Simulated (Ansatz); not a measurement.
## CH4OZn: frequency calculation

CH4OZn, SMILES [CH3][Zn][OH], computed with B3LYP/6-31G*, RKS (Ansatz 0.2.0).

The geometry was optimised with B3LYP/6-31G*.

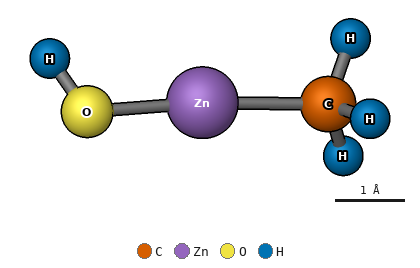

The structure as given in the input (ball-and-stick view, seen at a tilt). Sticks mark near contacts.

Input:
```yaml
crystal:
  periodic: [false, false, false]
  atoms:
    - {symbol: C, position_ang: [-0.967541, 0.645308, -0.324294]}
    - {symbol: Zn, position_ang: [0.572140, -0.399754, 0.062741]}
    - {symbol: O, position_ang: [2.011002, -1.392677, 0.263422]}
    - {symbol: H, position_ang: [-1.748302, 0.045480, -0.805129]}
    - {symbol: H, position_ang: [-0.728282, 1.476512, -0.996977]}
    - {symbol: H, position_ang: [-1.401785, 1.076853, 0.584666]}
    - {symbol: H, position_ang: [2.323767, -1.519922, 1.169872]}
basis:
  gaussian:
    orbitals: "6-31G*"
hamiltonian:
  xc: {name: B3LYP}
phonons:
  temperatures: {t_min: 298.15, t_max: 298.15, t_step: 1}
total_charge: 0
```

Hardware: 1 thread of AMD EPYC (Zen 5), 16 GiB of memory available, shared host.

Command:
```bash
ansatz run in.yaml --threads 1 --pin off --max-ram 3480MiB --events-out events.jsonl --progress --plain --runs-dir runs
```

What the program printed:
```
Functional definition: B3LYP
  name "B3LYP"
  parameter a0 = 0.2
  parameter ax = 0.72
  parameter ac = 0.81
  exchange = (1 - a0 - ax)*slater_x + ax*b88_x + a0*exact_x
  correlation = (1 - ac)*vwn_rpa_c + ac*lyp_c
790 factors; integrals over basis functions are off by at most 3.6e-4 eV
mean field evaluation 1: about -51550.6742 eV, gradient 8.0e1 eV
mean field evaluation 2: about -51506.6780 eV, gradient 1.6e2 eV
mean field evaluation 4: about -51561.8336 eV, gradient 1.1e1 eV
mean field evaluation 8: about -51562.0327 eV, gradient 1.2e-1 eV
mean field -51562.03272228 eV, -1894.8697525427 hartree, gradient 2.1e-5 eV, S^2 0.000000; 0 other end points of the search recorded, 0 dependent functions left out
the calculation of the forces begins
reference -51562.03295529 eV, -1894.8697611058 hartree; 24, 24 occupied and 50, 50 virtual orbitals, 790 factors
these checks for a lower state are left out or cut short: stability, starts, cluster_reference, orbital_swaps, neighbouring_geometries, increment
790 factors; integrals over basis functions are off by at most 3.6e-4 eV
mean field evaluation 16: about -51562.0249 eV, gradient 1.4e-1 eV
mean field -51562.03259757 eV, -1894.8697479596 hartree, gradient 1.6e-6 eV, S^2 0.000000; 0 other end points of the search recorded, 0 dependent functions left out
[... from here on the field's lines of each further geometry are left out, up to the last ...]
the calculation of the forces begins
reference -51562.03281909 eV, -1894.8697561003 hartree; 24, 24 occupied and 50, 50 virtual orbitals, 790 factors
these checks for a lower state are left out or cut short: stability, starts, cluster_reference, orbital_swaps, neighbouring_geometries, increment
790 factors; integrals over basis functions are off by at most 3.6e-4 eV
mean field -51562.03258520 eV, -1894.8697475053 hartree, gradient 7.4e-7 eV, S^2 0.000000; 0 other end points of the search recorded, 0 dependent functions left out
the calculation of the forces begins
reference -51562.03281821 eV, -1894.8697560681 hartree; 24, 24 occupied and 50, 50 virtual orbitals, 790 factors
Total energy: -51562.03295529 eV, -1894.8697611058 hartree
Atom 0 at    -0.967541     0.645308    -0.324294 Å, force    -0.000273     0.000194    -0.000057 eV/Å
Atom 1 at     0.572140    -0.399754     0.062741 Å, force     0.000389    -0.000058     0.000911 eV/Å
Atom 2 at     2.011002    -1.392677     0.263422 Å, force     0.000130    -0.000242    -0.000381 eV/Å
Atom 3 at    -1.748302     0.045480    -0.805129 Å, force    -0.000297    -0.000216    -0.000154 eV/Å
Atom 4 at    -0.728282     1.476512    -0.996977 Å, force     0.000138     0.000273    -0.000207 eV/Å
Atom 5 at    -1.401785     1.076853     0.584666 Å, force     0.000324    -0.000287     0.000003 eV/Å
Atom 6 at     2.323767    -1.519922     1.169872 Å, force    -0.000412     0.000336    -0.000115 eV/Å
Dipole moment:    -0.193407     0.163349     0.263929 e Å
Vibrations: 28.23 125.10 125.55 570.09 701.39 732.91 748.54 775.78 1294.03 1482.15 1482.50 3051.71 3121.42 3124.29 3798.96 cm⁻¹, zero-point energy 1.311918 eV
```

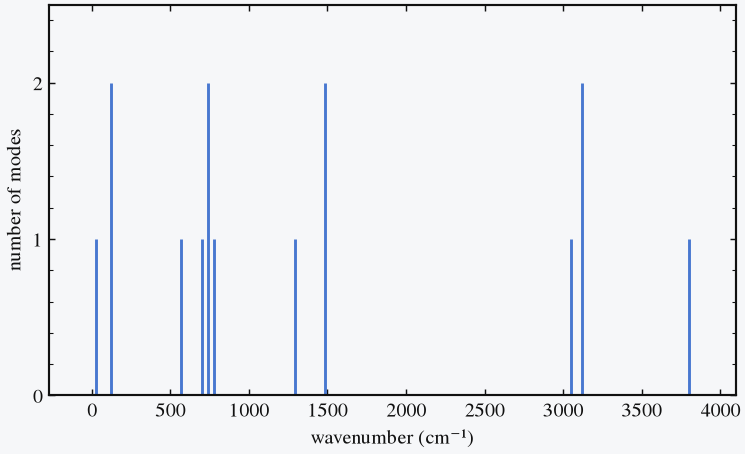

Harmonic vibrational wavenumbers from the force constants; neighbouring modes closer than 17 cm⁻¹ are counted in one stick. 15 modes from 28 to 3799 cm⁻¹, none imaginary.

Key numbers:

```tsv
quantity	value
outcome	converged
total energy	−1894.869761 hartree
basis functions	74
largest force	0.001 eV/Å
zero-point energy	0.048212 hartree
dipole moment	1.76 D
wavenumbers, lowest and highest	28 and 3799 cm⁻¹
wall time	39 s
peak memory	0.16 GiB
```
